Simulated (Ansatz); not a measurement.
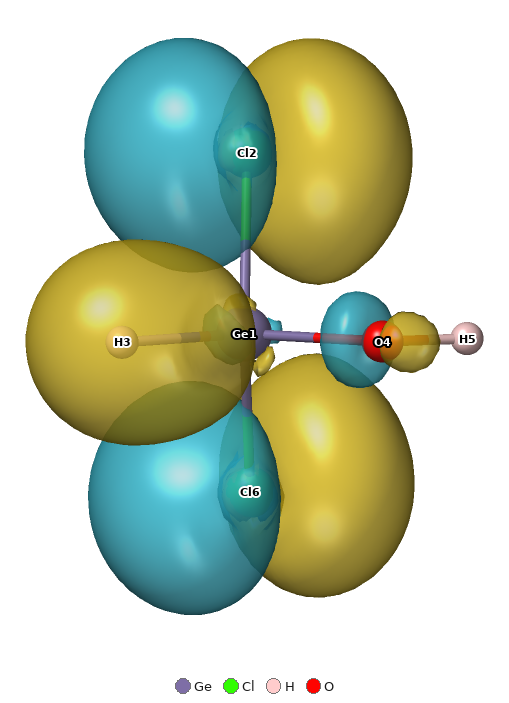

Cl2GeH2O. The HOMO−1 at ±0.08 Å⁻³ᐟ² (yellow and cyan are the two phases), seen at a tilt.

The calculation used Ansatz, RHF/def2-SVP.

| atom | x (Å) | y (Å) | z (Å) |
| --- | --- | --- | --- |
| Ge | 0.2818 | -0.0384 | -0.0211 |
| Cl | 0.4282 | 0.0713 | 2.1176 |
| H | 1.6485 | 0.0132 | -0.6593 |
| O | -0.6645 | 1.2938 | -0.6035 |
| H | -1.5553 | 1.3855 | -0.2980 |
| Cl | -0.7184 | -1.8790 | -0.4899 |

Question: Describe this orbital and give its energy.

Answer: It lies mainly on Cl2 (about 40 %), Cl6 (about 40 %), Ge1 (about 10 %) and H3 (about 10 %); largely a combination of lone pairs on Cl2 and Cl6. Its energy is −12.71 eV.
